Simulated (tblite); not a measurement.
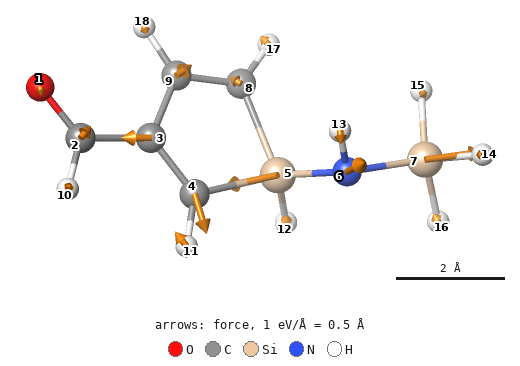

Starting geometry of C5H9NOSi2 with the computed forces as orange arrows. A ball-and-stick model, seen from a free direction.

These are results of GFN2-xTB geometry optimisation, gas phase (tblite 0.8.0), not measurements. 

> What follows when this structure is relaxed?

It isn't relaxed: the largest force vector, on Si5, is 2.52 eV/Å. The final displacements have little in common with the starting forces (cosine between the two patterns 0.19). Over 120 geometry steps the energy falls by 0.534 eV. The atom that moves furthest after the best rigid fit is H15 (0.68 Å). By element the largest moves are H 0.68 Å, Si 0.29 Å, C 0.26 Å, N 0.26 Å, O 0.17 Å. Among the contacts that change: Si5–Si7 2.769 → 3.113 Å, Si5–N6 1.673 → 1.727 Å, N6–Si7 1.696 → 1.737 Å, C4–Si5 1.865 → 1.893 Å. Among the angles between lasting bonds that change: Si5–N6–Si7 110.6° → 127.9°, Si5–C4–H11 120.8° → 129.2°, N6–Si5–H12 116.7° → 109.2°.
